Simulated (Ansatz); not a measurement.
AlBSiH6: several calculations on one system

### Relaxation

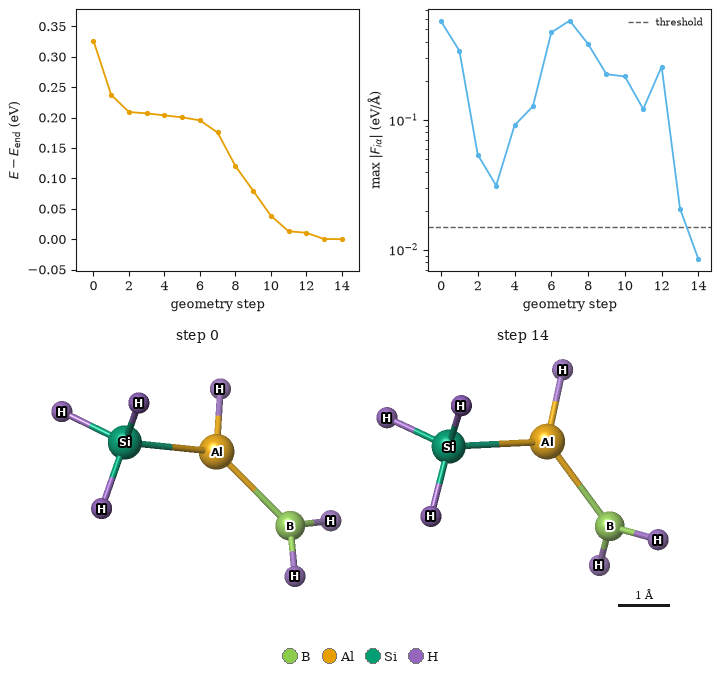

First and last geometry of a relaxation of AlBSiH6, with the history of the run. Style: ball-and-stick. Shown from a free direction.

The run prepares an end point of a later path (torsion) calculation, from a guessed geometry.

Computed with Ansatz 0.2.0, RKS PBE0-D4/6-31G*. (no spin polarisation; force threshold 0.015 eV/Å; at most 40 steps)

Question: Read the history and describe the run.

Answer: It converged. After 14 geometry steps the energy has fallen by 0.327 eV. The largest force component goes from 0.58 to 0.0085 eV/Å. The largest move after the best rigid fit is that of an H atom, 1.42 Å. By element the largest moves are H 1.42 Å, Al 0.23 Å, B 0.11 Å, Si 0.11 Å. Some distances before and after: Al–Si 2.429 → 2.465 Å, B–H 1.182 → 1.203 Å, Al–B 2.097 → 2.117 Å, Al–H 1.584 → 1.602 Å. Among the angles between lasting bonds that change: B–Al–Si 133.4° → 122.7°, B–Al–H 113.9° → 120.9°, Al–Si–H 116.7° → 110.4°. Groups turn about Al–B by about 90°.

```
step  E − E(0), eV  largest force component, eV/Å
   0        0.0000                         0.5754
   1       -0.0892                         0.3414
   2       -0.1176                         0.0538
   3       -0.1197                         0.0312
   4       -0.1231                         0.0908
   5       -0.1263                         0.1275
   6       -0.1312                         0.4728
   7       -0.1512                         0.5827
   8       -0.2061                         0.3852
   9       -0.2468                         0.2251
  10       -0.2880                         0.2167
  11       -0.3136                         0.1213
  12       -0.3161                         0.2578
  13       -0.3264                         0.0207
  14       -0.3267                         0.0085
```

### Relaxation

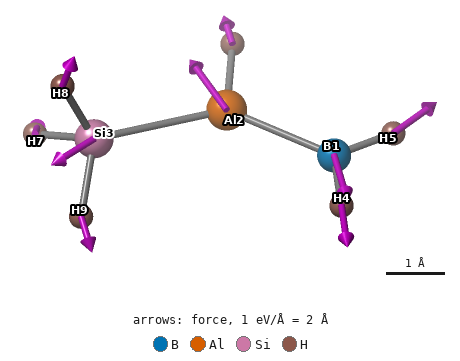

Starting geometry of AlBSiH6 with the computed forces as purple arrows. Style: ball-and-stick. Shown from a free direction.

The run prepares an end point of a later path (torsion) calculation, from a guessed geometry.

All numbers below come from RKS PBE0-D4/6-31G* (Ansatz). Settings: no spin polarisation; force threshold 0.015 eV/Å; at most 40 steps.

> What follows when this structure is relaxed?

It isn't relaxed: the largest force vector, on the Al atom, is 0.69 eV/Å. The final displacements have little in common with the starting forces (cosine between the two patterns −0.20). An H atom moves most after the best rigid fit: 1.45 Å. Largest moves by element: H 1.45 Å, Al 0.24 Å, B 0.12 Å, Si 0.08 Å. Among the contacts that change: Al–Si 2.429 → 2.465 Å, B–H 1.182 → 1.203 Å, Al–B 2.097 → 2.116 Å, Al–H 1.584 → 1.602 Å. Among the angles between lasting bonds that change: B–Al–Si 133.4° → 122.1°, B–Al–H 113.9° → 121.3°, Al–Si–H 116.7° → 111.7°. Groups turn about Al–B by about 90°. After 13 geometry steps the energy has fallen by 0.322 eV. The largest force component goes from 0.54 to 0.0074 eV/Å.

### Path

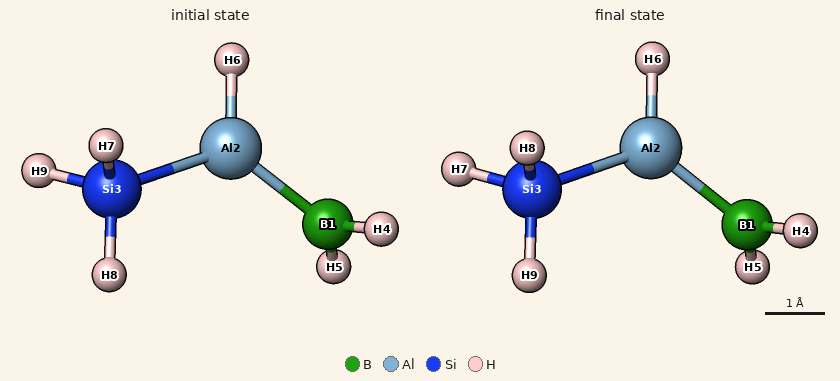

The two relaxed end points of a path for AlBSiH₆. The picture is a ball-and-stick view, seen at a tilt.

These are results of RKS PBE0-D4/6-31G* (Ansatz), not measurements.

Settings: 7 movable images; climbing image; force threshold 0.05 eV/Å; iteration limit 60.

Start:
```xyz
9

B    -1.2069    1.0522   -1.5882
Al    0.2582    0.8869   -0.0691
Si    0.6849   -1.2143    1.1480
H    -0.9692    0.8198   -2.7439
H    -2.3467    1.3658   -1.3681
H     1.1686    2.1413    0.3365
H     2.0305   -1.7621    0.7894
H    -0.3094   -2.2938    0.8682
H     0.6901   -0.9959    2.6272
```

End:
```xyz
9

B    -1.3544    1.1811   -1.3493
Al    0.4692    0.7149   -0.3823
Si    0.6828   -1.1985    1.1568
H    -1.6620    0.7091   -2.4117
H    -2.1783    1.9176   -0.8753
H     1.7923    1.5821   -0.6362
H     1.3375   -0.8037    2.4423
H     1.5356   -2.2676    0.5491
H    -0.6226   -1.8351    1.5068
```

Predict the minimum-energy path and its barrier.

Answer. The two ends have the same energy, and the highest point, image 4, lies 4.67 kcal/mol above the start. The motion is a rotation about the Al2–Si3 bond by about 120°. No bond forms or breaks between the ends. Among the angles between lasting bonds that change up to the highest image: Al2–Si3–H7 110.4° → 114.4°. The band converged in 21 iterations. The largest component of the band force went from 12 to 0.03 eV/Å. The climbing image converged on the top of the path. Its vibrational analysis gives one imaginary mode (252i cm⁻¹), as a transition state must have.

Energies of the converged images:

```tsv
image	path (Å)	E (kcal/mol)
0	0.00	0.00
1	1.08	0.02
2	2.16	0.13
3	3.24	2.00
4	4.32	4.67
5	5.29	2.38
6	6.27	0.11
7	7.25	0.06
8	8.23	0.00
```

The geometry at the top of the path:

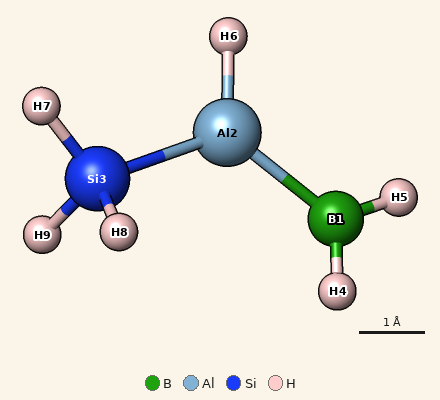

Cost: 5.2 min on 1 thread of Arm Neoverse V2, on a shared host, peak memory 0.12 GiB.
